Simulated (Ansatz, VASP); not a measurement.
# Re: VASP beside Ansatz

One calculation is typed for both programs; each brings its own data sets and cutoff. How far apart do they land?

Method: plane waves, with VASP 6.6.1 beside it; single point at PBEsol, in Ansatz 0.2.0.

### Step 1. The structure

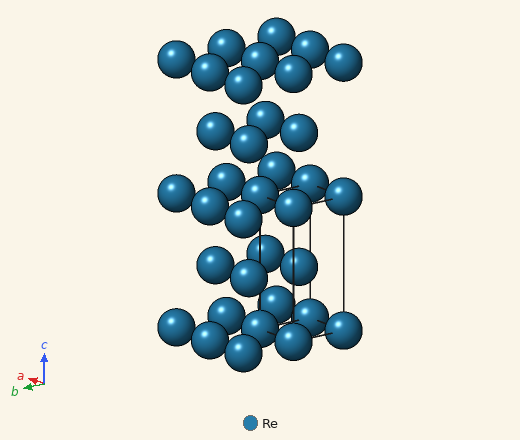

The cell as given, from a free direction (rhenium blue). 2×2×2 cells are drawn. Some periodic images of atoms are drawn too.

As a file:

```cif
data_structure
_symmetry_space_group_name_H-M 'P 1'
_symmetry_Int_Tables_number 1
_cell_length_a 2.7504
_cell_length_b 2.7504
_cell_length_c 4.4435
_cell_angle_alpha 90.000
_cell_angle_beta 90.000
_cell_angle_gamma 120.000
_cell_volume 29.11
loop_
_atom_site_label
_atom_site_type_symbol
_atom_site_fract_x
_atom_site_fract_y
_atom_site_fract_z
_atom_site_occupancy
Re1 Re 0.00000 0.00000 0.00000 1
Re2 Re 0.33333 0.66667 0.50000 1
```

### Step 2. VASP: single point, PBEsol

With cell and atoms fixed, the geometry can't cause a difference; cores, projectors, grids and the points listed under the comparison can.

Lines of VASP's logs that name or quote its potential files are left out, and so is its time.

INCAR reads:

```
SYSTEM = Re
PREC = Accurate
ENCUT = 450
EDIFF = 1E-08
NELM = 100
ISMEAR = -5
SIGMA = 0.15
LREAL = .FALSE.
ALGO = Normal
GGA = PS
NBANDS = 23
LASPH = .TRUE.
LORBIT = 11
LWAVE = .FALSE.
LCHARG = .FALSE.
KPAR = 2
ISIF = 2
NEDOS = 3001
```

POSCAR reads:

```
Re
1.0
    2.7503579824      0.0000000000      0.0000000000
   -1.3751789912      2.3818798822      0.0000000000
    0.0000000000      0.0000000000      4.4434960373
Re
2
Direct
    0.0000000000      0.0000000000      0.0000000000
    0.3333333333      0.6666666667      0.5000000000
```

KPOINTS reads:

```
Automatic mesh
0
Gamma
32 32 18
0 0 0
```

The projector-augmented-wave data sets are Re (PBE family, release 64).

Run with:

```bash
> mpirun -np 2 vasp_std
```

Numbers of over 12 decimals in the logs are rounded to 6 here.

Output:

```text
[banner, memory and clock lines left out]
running    2 mpi-ranks, on    1 nodes
 distrk:  each k-point on    1 cores,    2 groups
 distr:  one band on    1 cores,    1 groups

 POSCAR found type information on POSCAR Re
 POSCAR found :  1 types and       2 ions
|                                                                             |
|               ----> ADVICE to this user running VASP <----                  |
|                                                                             |
|     You enforced a specific xc type in the INCAR file but a different       |
|     [... a line on the potential file left out ...]
|     I HOPE YOU KNOW WHAT YOU ARE DOING!                                     |
|                                                                             |

 LDA part: xc-table for (Slater+PW92), standard interpolation
 POSCAR, INCAR and KPOINTS ok, starting setup
 FFT: planning ... GRIDC
 FFT: planning ... GRID_SOFT
 FFT: planning ... GRID
 WAVECAR not read
 entering main loop
       N       E                     dE             d eps       ncg     rms          rms(c)
DAV:   1     0.209285499757E+02    0.20929E+02   -0.58043E+03 93840   0.695E+02
DAV:   2    -0.273552875463E+02   -0.48284E+02   -0.43241E+02 80345   0.228E+02
DAV:   3    -0.282409637020E+02   -0.88568E+00   -0.88123E+00 65542   0.259E+01
DAV:   4    -0.282471035679E+02   -0.61399E-02   -0.61329E-02 79340   0.147E+00
DAV:   5    -0.282472365040E+02   -0.13294E-03   -0.13287E-03 65007   0.463E-01    0.455E+01
DAV:   6    -0.271208016755E+02    0.11264E+01   -0.41635E-01 81216   0.151E+01    0.188E+01
DAV:   7    -0.267494104431E+02    0.37139E+00   -0.29579E-01 86144   0.122E+01    0.511E-01
DAV:   8    -0.267373751354E+02    0.12035E-01   -0.67257E-03 72324   0.475E-01    0.153E-01
DAV:   9    -0.267363594978E+02    0.10156E-02   -0.33787E-04 84480   0.128E-01    0.449E-02
DAV:  10    -0.267363616698E+02   -0.21720E-05   -0.44155E-05 76904   0.568E-02    0.220E-02
DAV:  11    -0.267363633359E+02   -0.16661E-05   -0.71465E-07 82616   0.985E-03    0.174E-03
DAV:  12    -0.267363630299E+02    0.30596E-06   -0.36509E-08 72536   0.389E-03    0.589E-04
DAV:  13    -0.267363630271E+02    0.28438E-08   -0.59139E-10 37335   0.898E-04
   1 F= -.26736363E+02 E0= -.26736363E+02  d E =0.000000E+00
|                                                                             |
|           W    W    AA    RRRRR   N    N  II  N    N   GGGG   !!!           |
|           W    W   A  A   R    R  NN   N  II  NN   N  G    G  !!!           |
|           W    W  A    A  R    R  N N  N  II  N N  N  G       !!!           |
|           W WW W  AAAAAA  RRRRR   N  N N  II  N  N N  G  GGG   !            |
|           WW  WW  A    A  R   R   N   NN  II  N   NN  G    G                |
|           W    W  A    A  R    R  N    N  II  N    N   GGGG   !!!           |
|                                                                             |
|     Tetrahedron method does not include variations of the Fermi             |
|     occupations, so forces and stress will be inaccurate. We suggest        |
|     using a different smearing scheme ISMEAR = 1 or 2 for metals in         |
|     relaxations.                                                            |
|                                                                             |
```

From OUTCAR (step 2):

```text
ion  position               nearest neighbor table
   1  0.000  0.000  0.000-   2 2.73   2 2.73   2 2.73   2 2.73   2 2.73   2 2.73
   2  0.333  0.667  0.500-   1 2.73   1 2.73   1 2.73   1 2.73   1 2.73   1 2.73

  LATTYP: Found a hexagonal cell.
 ALAT       =     2.7503579824
 C/A-ratio  =     1.6156064286

 Subroutine GETGRP returns: Found 24 space group operations
 (whereof 12 operations were pure point group operations)

The static configuration has the point symmetry D_3h.
 The point group associated with its full space group is D_6h.

 Found   1020 irreducible k-points:

   k-points           NKPTS =   1020   k-points in BZ     NKDIM =   1020   number of bands    NBANDS=     23

   dimension x,y,z NGX =    20 NGY =   20 NGZ =   32
   dimension x,y,z NGXF=    40 NGYF=   40 NGZF=   64

   ENCUT  =  450.0 eV  33.07 Ry    5.75 a.u.   4.76  4.76  7.69*2*pi/ulx,y,z

   NELECT =      14.0000    total number of electrons

 k-points in reciprocal lattice and weights: Automatic mesh
   0.00000000  0.00000000  0.00000000       0.000
   0.03125000  0.00000000  0.00000000       0.000
   0.06250000  0.00000000  0.00000000       0.000
   0.09375000  0.00000000  0.00000000       0.000
   0.12500000  0.00000000  0.00000000       0.000
   0.15625000  0.00000000  0.00000000       0.000
   0.18750000  0.00000000  0.00000000       0.000
   0.21875000  0.00000000  0.00000000       0.000
   0.25000000  0.00000000  0.00000000       0.000
[...]
0.31250000  0.31250000  0.50000000       0.000
   0.34375000  0.31250000  0.50000000       0.000

 average (electrostatic) potential at core
       1 -38.8174       2 -38.8174

 E-fermi :   7.8397

 k-point     1 :       0.0000    0.0000    0.0000
  band No.  band energies     occupation
    ...
      3       6.2337      2.00000
      4       6.2389      2.00000
      5       6.2389      2.00000
      6       7.0920      2.00000
      7       7.0920      2.00000
      8       8.0409      0.00000
      9       8.0409      0.00000
     10       8.4821      0.00000
     11      11.2710      0.00000
     12      11.2710      0.00000
    ...

 k-point     2 :       0.0312    0.0000    0.0000
  band No.  band energies     occupation
    ...
      3       6.0355      2.00000
      4       6.2764      2.00000
      5       6.4229      2.00000
      6       7.0612      2.00000
      7       7.1275      2.00000
      8       7.9803     -0.05397
      9       8.0080      0.00000
     10       8.3338      0.00000
     11      11.2938      0.00000
     12      11.4813      0.00000
    ...

 k-point     3 :       0.0625    0.0000    0.0000
  band No.  band energies     occupation
    ...
      4       6.3883      2.00000
      5       6.6044      2.00000
      6       6.9756      2.00000
      7       7.2333      2.00000
      8       7.6862      2.06202
      9       7.9136      0.01438
     10       8.1155      0.00000
     11      11.3580      0.00000
     12      11.9993      0.00000
     13      17.9836      0.00000
    ...

  Total        0.0260382      0.0260382     -0.0203249      0.0000000      0.0000000      0.0000000
  in kB        1.4331353      1.4331353     -1.1186801      0.0000000      0.0000000      0.0000000
  external PRESSURE =       0.5825301 kB  Pullay stress =       0.0000000 kB

  energy-cutoff  :      450.00
  volume of cell :       29.11
      direct lattice vectors                 reciprocal lattice vectors
     2.750357982  0.000000000  0.000000000     0.363589033  0.209918226  0.000000000
    -1.375178991  2.381879882  0.000000000     0.000000000  0.419836452  0.000000000
     0.000000000  0.000000000  4.443496037     0.000000000  0.000000000  0.225048023

 POSITION                                       TOTAL-FORCE (eV/Angst)
 -----------------------------------------------------------------------------------
      0.00000      0.00000      0.00000        -0.000000      0.000000      0.000000
     -0.00000      1.58792      2.22175         0.000000      0.000000      0.000000
 -----------------------------------------------------------------------------------
    total drift:                                0.000000     -0.000000     -0.000000

  FREE ENERGIE OF THE ION-ELECTRON SYSTEM (eV)
  ---------------------------------------------------
  free  energy   TOTEN  =       -26.7363630271 eV

  energy  without entropy=      -26.7363630271  energy(sigma->0) =      -26.73636303

 total charge
# of ion       s       p       d       tot
------------------------------------------
    1        0.631   0.687   4.885   6.203
    2        0.631   0.687   4.885   6.203
--------------------------------------------------
tot          1.262   1.375   9.770  12.407

[... 3 further parts left out ...]
```

The run ends at a pressure of 0.06 GPa.

### Step 3. Ansatz: single point, PBEsol

Ansatz runs on its default PAW (the set named soft_2) files.

The same cell, functional, mesh and smearing now go to Ansatz, which takes its cutoff from its data sets.

input.yaml reads:

```yaml
crystal:
  lattice:
    - [2.7503579824, 0.0, 0.0]
    - [-1.3751789912, 2.3818798822, 0.0]
    - [0.0, 0.0, 4.4434960373]
  atoms:
    - { symbol: Re, position: [0.0, 0.0, 0.0] }
    - { symbol: Re, position: [0.3333333333, 0.6666666667, 0.5] }
hamiltonian:
  xc: pbesol
  pseudopotentials: { kind: paw }
kpoints:
  mp_grid: { grid: [32, 32, 18] }
scf:
  occupations: { method: tetrahedron }
output:
  forces: true
  stress: true
```

Run with:

```bash
> ansatz run input.yaml --threads 2 --pin off --max-ram 4608MiB --backend cpu --events-out ev --progress --plain --runs-dir out
```

Output:

```text
Warning: output.forces, output.stress, relax.cell or npt_langevin: where a Kohn–Sham band that disperses or a degenerate level is filled in part under the method tetrahedron, the forces or the stress that this run publishes need not agree with its energy (scf.occupations.method in the input reference, under Limitations); prefer a smearing scheme for the forces or the stress
Engine: ansatz 0.2.0, aarch64-unknown-linux-gnu
Pseudopotentials: kind: paw
Pseudopotential: Re, paw, valence charge 15, recommended cutoff 420 eV (normal), Re.paw.azcp
Functional definition: PBEsol
  exchange = pbesol_x
  correlation = pbesol_c
Crystal: 2 atoms, lattice volume = 29.109 Å³
Basis set: ecut = 420 eV, 573 PW (Γ), exchange–correlation on 40×40×60 points (8 copies of the dense FFT grid, shifted against one another)
Bands: 19, of which v1, the nominal top of the filled ones, is band 15 counted from 1 (14 counted from 0)
Symmetry: 24 space group operations
Space group: P63/mmc (ITA 194), of the structure as read, at distance tolerance 3.1e-5 Å
k-points: 1020 of 18432
Non-local potential: Re, projectors of the file, l = 0: 3, l = 1: 2, l = 2: 2, l = 3: 1
PAW form: soft (Blöchl's): semilocal exchange-correlation on the pseudo side does not see the compensation charge
PAW frozen core: Re, regenerated for the run's functional, and the local potential with it (the file was generated under x = pbe(κ = 0.804, μ = 0.219515), c = pbe(β = 0.066725))
PAW one-centre angular grid: Re, 590 points (default); XC on 64 Gauss nodes
Initial density: superposition of atomic densities (neutral atoms: chi_scale 0, normalization atom), corrected by the library's trained network
Initial wavefunctions: pseudopotential atomic-orbital guess
Functional: x = pbesol(κ = 0.804, μ = 0.123457), c = pbesol(β = 0.046)
SCF iter   1: F=—  HF=-21474.494186 eV  |F-HF|=—  |Δ(HF+E_count)|=         —  Δρ=8.20e-3  dr2=6.24e-3  ethr=1.77e-3  ⟨swp⟩=6.0  Hψ=89065  notcnv=0
preconditioner: auto → none  [metal: no gap  n_scr=8 (ndim 8)  ℏωp=25.8 eV  f_vac=0.000  sad-step TF]
SCF iter   2: F=—  HF=-21474.495381 eV  |F-HF|=—  |Δ(HF+E_count)|=   1.19e-3  Δρ=4.83e-3  dr2=2.31e-3  ethr=2.08e-5  ⟨swp⟩=2.0  Hψ=32340  notcnv=0  defer=59
SCF iter   3: F=—  HF=-21474.495800 eV  |F-HF|=—  |Δ(HF+E_count)|=   4.20e-4  Δρ=2.93e-4  dr2=1.32e-5  ethr=7.69e-6  ⟨swp⟩=2.6  Hψ=28896  notcnv=0  defer=76
SCF iter   4: F=—  HF=-21474.495841 eV  |F-HF|=—  |Δ(HF+E_count)|=   4.04e-5  Δρ=9.35e-5  dr2=1.03e-6  ethr=4.39e-8  ⟨swp⟩=2.0  Hψ=37760  notcnv=0  defer=76
SCF iter   5: F=-21474.495840 eV  HF=-21474.495840 eV  |F-HF|=2.12e-8  |Δ(HF+E_count)|=   1.01e-6  Δρ=2.94e-5  dr2=8.77e-8  ethr=3.33e-10  ⟨swp⟩=4.6  Hψ=65215  notcnv=0
SCF 1 converged in 5 iterations: F = -21474.495840 eV  dr2 = 8.77e-8
  greatest PAW one-centre occupation: 0.999 electrons in one spin orbital (limit 2), on the Re atom at site 1 (counted from 0), in its partial waves of l = 0
SCF converged after 5 iterations
Stability not checked: this state was not tested for a lower state beside it, because cold or Methfessel-Paxton smearing, or corrected tetrahedra, fill the levels in a way that the test cannot read (fill_not_monotonic; see scf.lower_state_search)
Free energy (F): -21474.495840 eV
Harris-Foulkes:  -21474.495840 eV  (|F-HF|=2.12e-8)
Internal energy: -21474.495804 eV  (E = F + TS)
E sigma→0 (E₀):  -21474.495840 eV
Entropy (-TS):   -0.000035 eV (-0.018 meV/atom)
Fermi energy:    24.102137 eV
--- Per-component energies (eV) ---
  E_band       = -139.263955
  E_kinetic    = 1084.288865
  E_local      = -1501.489944  (includes V_loc(G=0)·N_el)
  E_nonlocal   = 101.502939
  E_hartree    = 538.342318
  E_xc         = -803.249677
  E_vxc        = -609.054742  (∫ρ·V_xc dr)
  E_paw        = -17061.877962  (= ΣΔE_a)
  E_vpaw       = -291.191169  (= ΣTr[D̂ρ^β])
  E_aug_tail   = -0.000150  (compensation charges beyond the density's cutoff)
  E_ewald      = -3832.478716
  E_core_change = 0.466523  (= ΣΔE_core)
  E_smearing   = -0.000035  (= −TS)
  E_closure    = 0.000000  (closes the sum)
  Σ components = -21474.495840   (vs F -21474.495840, Δ=0.00e0)
--- Forces (eV/Å), atoms counted from 1 ---
  atom   1  Re     0.00000000     0.00000000     0.00000000
  atom   2  Re     0.00000000    -0.00000000    -0.00000000
  max |Σ_I F_I| component: 2.78e-17 eV/Å
--- Stress (GPa, compression-positive) ---
        0.019862       0.000000      -0.000000
        0.000000       0.019862       0.000000
       -0.000000       0.000000      -0.114357
  P = ⅓ Tr σ = -0.0249 GPa (-0.249 kbar)
--- Band table (eV; the first three rows and the last of 1020) ---
  k-point 0: bands = [... 11 lower, 22.5062, 22.5062, 23.3602, 23.3602, 24.3085, 24.3085, 24.7494, 27.5404]
  k-point 1: bands = [... 11 lower, 22.4852, 22.4852, 23.3355, 23.3355, 24.3643, 24.3643, 24.6365, 27.5464]
  k-point 2: bands = [... 11 lower, 22.4319, 22.4319, 23.2650, 23.2650, 24.3241, 24.5213, 24.5213, 27.5596]
  k-point 1019: bands = [... 11 lower, 20.3609, 21.9447, 21.9447, 24.1785, 24.1785, 27.5465, 27.5465, 33.6933]
```

Run time: 19 s. Hardware: 2 threads of Arm Neoverse N1, shared host; peak memory 0.66 GiB.

The run ends at a pressure of -0.02 GPa.

### Step 4. Comparison

Known differences besides the PAW data sets themselves: the data sets hold 30 valence electrons in Ansatz (default PAW (the set named soft_2) files) and 14 in VASP; the cutoff is 420 eV in Ansatz and 450 eV in VASP; Ansatz makes its cores anew for this functional, VASP keeps those of its PBE data sets. Total energies have different zeros and are not compared.

Both answers:

| quantity | Ansatz | VASP | difference |
| --- | --- | --- | --- |
| pressure (GPa) | -0.02 | 0.06 | -0.08 |

Ansatz's pressure holds a Pulay correction of 0.15 GPa; VASP's holds none.

### Step 5. Outcome

| Property | Result |
| --- | --- |
| difference in pressure (single point, PBEsol) | -0.083 GPa |

**Reading.** The difference in pressure is -0.083 GPa (single point, PBEsol), within the 1 GPa picked in this series as the mark of a large difference. 1 further run on this material is not shown. Differences of this kind measure data sets and numerical settings, not the functional's error against experiment.

[Lines on the potential files, build, host, timing and source positions are cut from VASP's logs without a mark.]

[Logs are printed without paths, hosts, clocks, repeated set-up lines and the standing remarks that a program may print on its own settings, such as how far it seeks lower states.]

[Hosts, paths, dates, database ids (printed as entryN), source tags and the programs' standing remarks are cut or masked in the printed files.]
